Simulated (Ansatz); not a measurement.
Energy landscape of H₂Be, singlet: collinear H-Be-H surface. Scanned: H-Be distance and Be-H distance.

Method: restricted B3LYP/cc-pVDZ (Ansatz, a first-principles code).

Energy in kcal/mol above the lowest grid point; x is the H-Be distance (Å), y the Be-H distance (Å).

```csv
y \ x,1.13,1.21,1.28,1.33,1.40,1.48,1.56,1.63,1.72,1.84,2
2,45.4,38.6,35.9,35.3,36.0,38.4,42.0,45.8,51.4,59.4,70.6
1.85,34.9,28.1,25.4,24.8,25.5,27.9,31.5,35.3,40.9,49.0,60.1
1.72,26.1,19.3,16.6,16.0,16.7,19.1,22.7,26.5,32.1,40.2,51.4
1.62,19.9,13.2,10.5,9.9,10.6,12.9,16.5,20.4,25.9,34.0,45.2
1.54,15.6,8.9,6.2,5.6,6.3,8.7,12.3,16.1,21.7,29.8,41.0
1.46,12.3,5.6,2.9,2.3,3.0,5.4,9.0,12.8,18.4,26.5,37.7
1.41,10.8,4.1,1.4,0.9,1.6,3.9,7.5,11.4,16.9,25.0,36.2
1.35,9.9,3.2,0.5,0.0,0.7,3.1,6.7,10.5,16.1,24.2,35.4
1.24,11.6,4.9,2.3,1.7,2.4,4.8,8.4,12.3,17.9,26.0,37.2
1.19,14.3,7.6,5.0,4.4,5.2,7.6,11.2,15.0,20.6,28.7,39.9
1.13,19.8,13.1,10.4,9.9,10.6,13.0,16.6,20.5,26.1,34.2,45.4
```

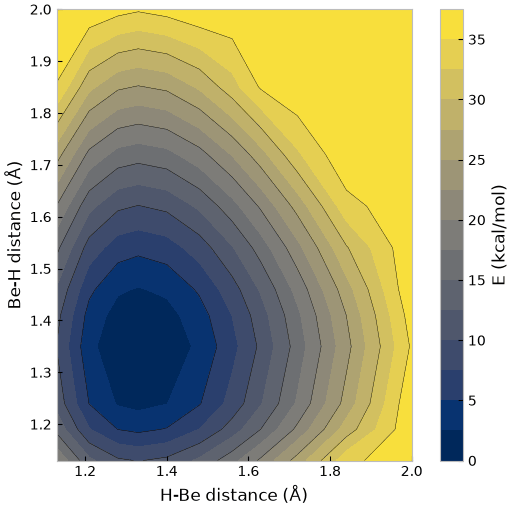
Figure. Energy surface, cut off at 37 kcal/mol.

Points that lie below all their neighbours on the grid: x = 1.33, y = 1.35 (0.0 kcal/mol).
